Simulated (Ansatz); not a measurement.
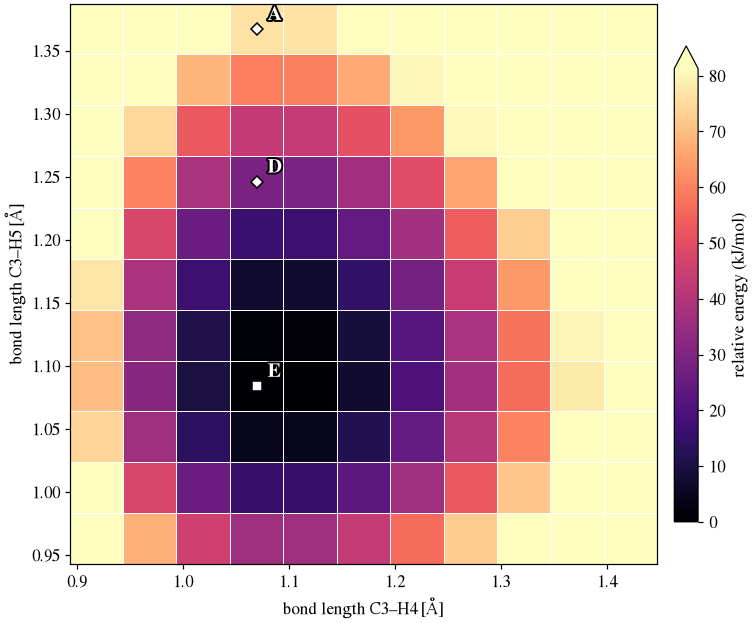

C2H2Li, SMILES [Li][C+]=C, charge +1. First axis: bond length C3–H4. Second axis: bond length C3–H5. Nothing is relaxed (all other coordinates rigid). The scan uses an 11 × 11 grid. Points are written as (first, second). All energies are given in kJ/mol relative to the lowest grid point. These are results of RKS wB97X-V/def2-TZVP in Ansatz, not measurements.

In the figure: one coloured cell a grid point, one colour for all values above the top of the scale, lettered points.

Is A the lowest point of the computed grid?

Answer. No. A lies 76 kJ/mol above the lowest grid point, which is at (1.070 Å, 1.084 Å).

What kind of point is each of D, E: minimum, saddle, maximum or slope?

Answer. D: on a slope; E: minimum. (In these two coordinates alone; a stationary point may lie a little off the grid point.)
